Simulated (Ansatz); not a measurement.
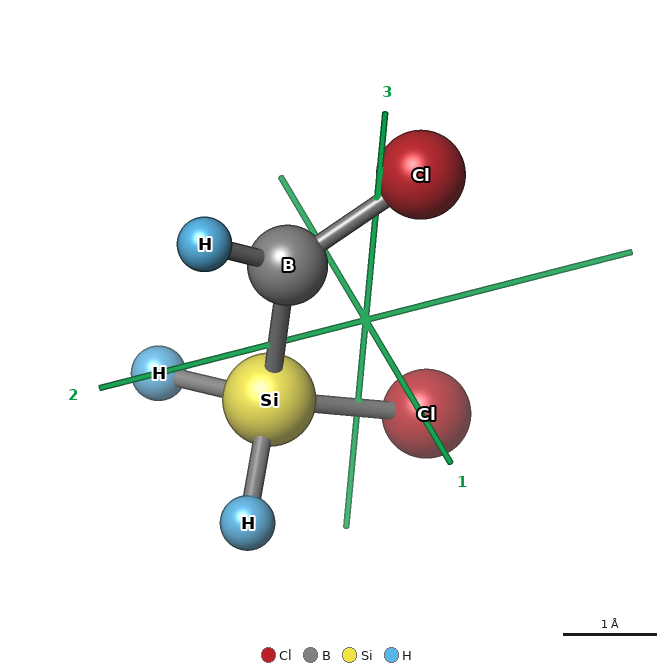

The three principal axes of inertia are drawn and numbered. Atoms fade into the background with distance from the viewer. Computed geometry: PBE-D4/def2-SVP optimisation. No frequency run is at hand to confirm it as a minimum. Masses are those of the most abundant isotopes; constants are for the rigid equilibrium geometry.

> Which line is the a axis (least moment of inertia), which b and which c?

a is line 3, b is line 2, c is line 1; the moments are 90.4, 293, 377 u Å².

> What kind of rotor is it, and what are its rotational constants in cm⁻¹?

An asymmetric top (Cs): A = 0.186, B = 0.0576, C = 0.0447 cm⁻¹. Ray's parameter κ is −0.82, nearer the prolate limit.
